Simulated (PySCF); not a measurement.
C3H9FMgSi, SMILES C[Si](C)(C)[Mg][F] at its GFN2-xTB optimised geometry (Å):

```
15

Mg    -1.1487    -1.8451    -1.9691
F     -1.7506    -2.6673    -3.3409
Si    -0.3045    -0.6710     0.0000
C      1.6096    -0.6710     0.0000
C     -0.9231    -1.5343     1.5923
C     -0.9222     1.1406     0.0000
H      2.0091    -0.1544     0.8699
H      2.0019    -1.6856     0.0109
H      2.0016    -0.1758    -0.8856
H     -0.5817    -2.5662     1.6370
H     -2.0101    -1.5450     1.6353
H     -0.5634    -1.0297     2.4864
H     -2.0091     1.1842     0.0105
H     -0.5800     1.6716    -0.8855
H     -0.5625     1.6856     0.8701
```

Method: PBE0/def2-TZVP in PySCF. Cells within 0.4 Å of a nucleus heavier than hydrogen are left out (blank, or x).

Map of the log10 of the electron density (e/bohr³), floored at −4 on the plane z = 0.0 Å:

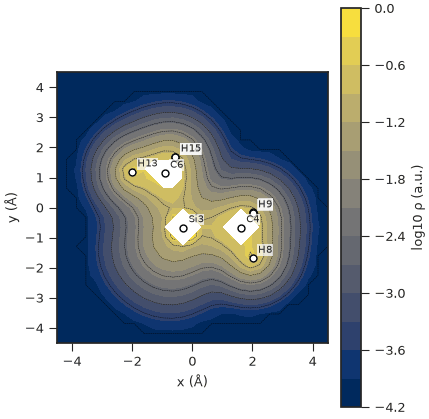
*Log10 of the electron density (e/bohr³), floored at −4 on the plane z = 0.0 Å.*
